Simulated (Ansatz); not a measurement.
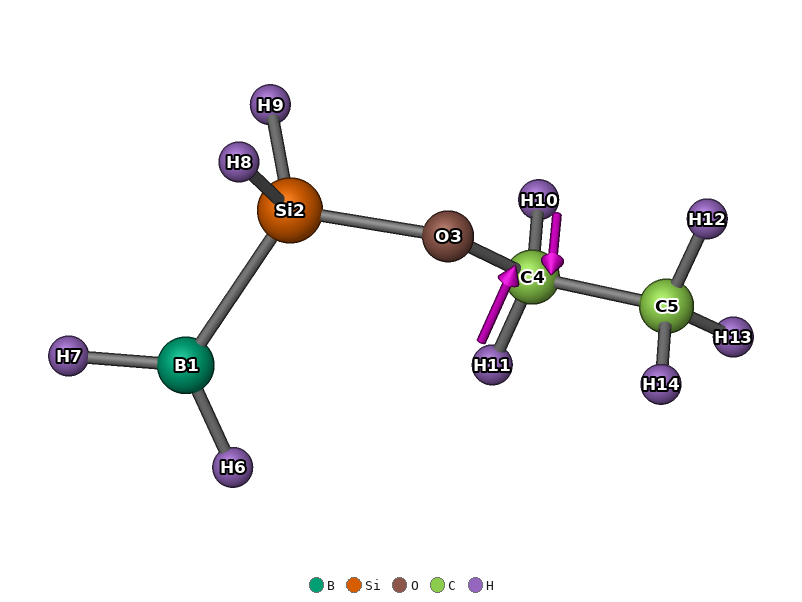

The arrows show one normal mode. Harmonic vibrations computed with RKS PBE0-D4/def2-TZVP (Ansatz 0.2.0) at a stationary point of the same level.

> Describe the motion.

Mostly in-phase stretching of 2 C–H bonds.

> At what wavenumber does it lie?

2994 cm⁻¹; it is mode 32 of 36 counted from the lowest.
